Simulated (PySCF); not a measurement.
```xyz
5

C    -1.5938    0.3467   -0.3653
C    -2.6923    1.1327   -0.9073
B    -2.9903   -0.1060   -0.1456
Ge   -0.9672    1.9131   -1.3172
H    -3.7710   -0.8850    0.3060
```

Geometry: B3LYP-D3(BJ)/def2-SVP.

These are results of Gaussian-basis quantum chemistry of an isolated molecule with PySCF, energy and nuclear gradient, functional PBE0 (PySCF 2.14.0), not measurements.

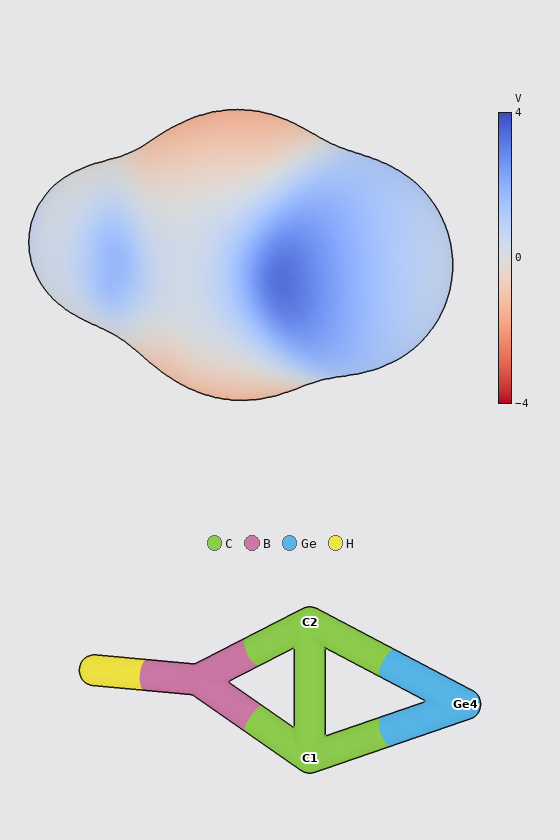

C₂HBGe. The molecular electrostatic potential painted on the density surface at 0.004 e/bohr³, seen at a tilt; red is negative and blue positive. The bare structure is drawn below in the same view.

Q: Which sites attract a positive test charge, and which a negative one?

A: A positive charge is drawn to the negative regions and a negative charge to the positive ones. The most negative region (about −1.4 V) lies over C1 and C2, the most positive (about +3.3 V) over Ge4.

Q: What dipole moment does the calculation give?

A: Its dipole moment is 1.56 D.
